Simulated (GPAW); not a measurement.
# Polarising 1T-GeBr2 monolayer with a field along the normal

The dipole of the cell at several fields, atoms fixed. What does the strongest field give, and what length does the slope stand for?

How it was computed: GPAW 26.7.0, plane waves (400 eV), PAW setups, PBE, 12×12 mesh, a dipole layer in the vacuum; geometry relaxed without an applied field with GPAW. The cell's area is 14.32 Å², and e/ε0 = 180.95 V Å.

What came out, but for one run:

| field (V/Å) | dipole (e Å) |
| --- | --- |
| −0.2 | −0.0765 |
| −0.1 | −0.0382 |
| −0.05 | −0.0191 |
| 0.05 | 0.0191 |
| 0.1 | 0.0382 |
| 0.2 | 0.0765 |
| 0.3 | ? |

To predict: What is the dipole at 0.3 V/Å?

**Working.** A line through the 6 points has the slope α = 0.382 e Å per V/Å and the intercept p₀ = 0.0000 e Å (r.m.s. residual 2.8e−05). At 0.3 V/Å it gives p = 0.0000 + 0.382 × 0.3 = 0.1147 e Å; the run gives 0.1147 e Å, so the response stays linear to 0.0 % of the induced part. Dividing by ε0 and the area: α/(ε0 A) = 0.382 × 180.95 / 14.32 = 4.83 Å, against 3.21 Å between the outer nuclei. For a gapped layer this length is t(1 − 1/ε), so it fixes ε only once a thickness t is chosen.

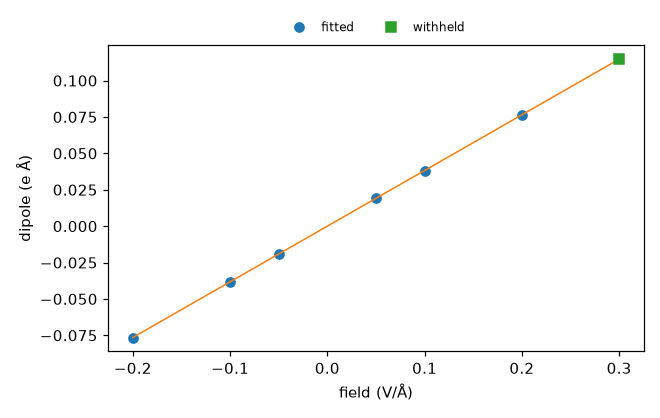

The line and the withheld run.

Caveats: This is the electronic response alone; ions that move would add to it in polar layers. No run was spin-polarised, so magnetic states weren't tested.
